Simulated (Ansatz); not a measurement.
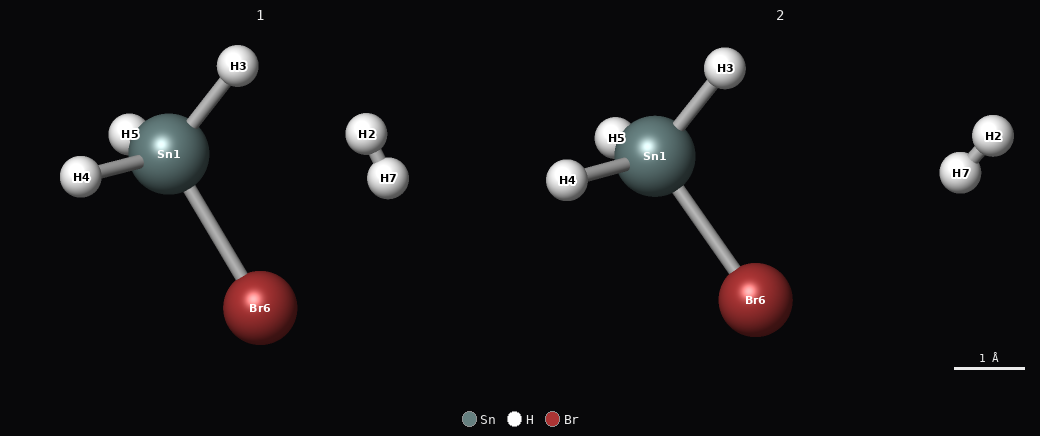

Two geometries of SnH5Br, drawn at one scale. One is the start of a relaxation, the other its converged end. Style: ball-and-stick. Shown at a tilt.

Computed with RHF/def2-SVP (Ansatz). Set-up: no spin polarisation; force threshold 0.03 eV/Å; at most 50 steps.

Which of the two is the end point?

Structure 2 is the relaxed one. The run prepares an end point of a later path (reaction) calculation, from a guessed geometry. After 15 accepted moves (17 points after the start) the energy has fallen by 32.3 kJ/mol. The largest force component goes from 1.4 to 0.011 eV/Å. The line search rejected the trial steps at points 6, 12 of the run. The forces were under the threshold at step 7, but the run went on from there. The largest move after the best rigid fit is that of H2, 1.58 Å. Largest moves by element: H 1.58 Å, Sn 0.50 Å, Br 0.38 Å. Near-neighbour distances that change, for instance: Sn1–Br6 2.570 → 2.517 Å, H2–H7 0.710 → 0.747 Å, Sn1–H3 1.692 → 1.700 Å. Bond angles that change, for instance: H3–Sn1–Br6 111.3° → 106.3°.

Limits of the set-up: Hartree-Fock leaves out electron correlation.
